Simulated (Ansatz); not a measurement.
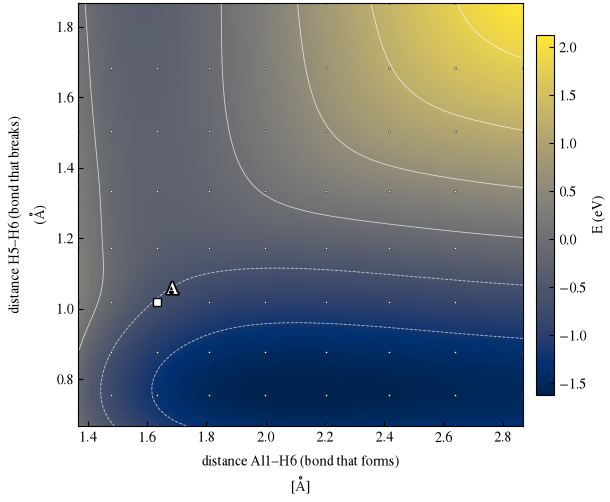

The reacting system AlClF2H2 (fragments AlClF₂ + H₂ where the first distance is long, AlClF₂H₂ where the second is long). First axis: distance Al1–H6 (bond that forms). Second axis: distance H5–H6 (bond that breaks). Relaxed at each point: all other coordinates. Grid: 9 × 9 points. Points are written as (first, second). All energies are given in eV relative to a guessed transition structure relaxed with its forming and breaking bonds held. The reference is spin-restricted, so regions where a bond is pulled apart into radicals lie too high. The calculation used Ansatz 0.2.0, RKS r2SCAN-D4/def2-SVP.

In the figure: a smooth colour map with a few white contour lines, dots at the grid points, the point A. Between grid points the surface is interpolated.

**Is A at rest? If not, where is it pushed?**

A, at (1.633 Å, 1.018 Å), is not a stationary point. The computed force is 2.1 eV for each Å towards larger values of the first coordinate and 3.4 eV for each Å towards smaller values of the second coordinate.
